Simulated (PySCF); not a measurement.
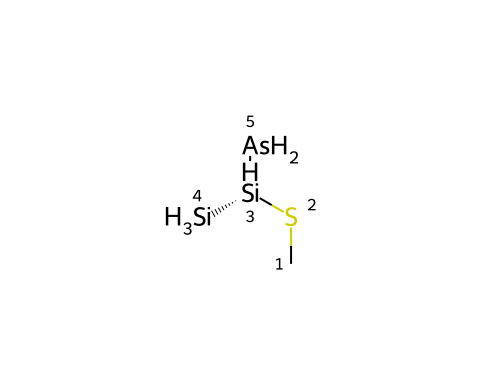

A structural formula, with wedges where it has stereocentres; small numbers name the atoms. The configuration is that of a computed structure (GFN2-xTB).

> What are the Cahn–Ingold–Prelog descriptors?

Si3: S.

> Give a SMILES with the stereochemistry.

CS[Si@H]([SiH3])[AsH2]
